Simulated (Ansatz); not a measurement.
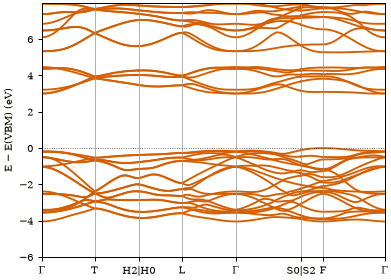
Fig. 1. Band structure from plane-wave PAW PBE (Ansatz code)

The gap is 3.00 eV; an edge lies off the plotted path or next to a special point (maximum at F, minimum off the standard path).

Question: Pick the material that matches.
(A) CaTiO3, R3c (Ca on 6a, Ti on 6a, O on 18b)
(B) AlZnInO4, R3m (Pearson symbol hR7)
(C) LiNbO3, R3c (Li on 6a, Nb on 6a, O on 18b)
(D) SrZrO3, R3c (Sr on 6a, Zr on 6a, O on 18b)

Answer: A, CaTiO3, R3c (Ca on 6a, Ti on 6a, O on 18b)

The start of the workflow was typed in or built on a structure type; neither database checked (COD, Materials Project) lists it. COD files the formula under space group No. 11, 62, 65, 140, 221, so this cell is another polymorph or a model. Whether it is the stable phase at ambient conditions was not checked. The cell was relaxed with PBE under the symmetry of its start; its stability against distortions is not shown here. The workflow began spin-polarised and lost its moments.

Potentials: the earlier of the program's two PAW sets.
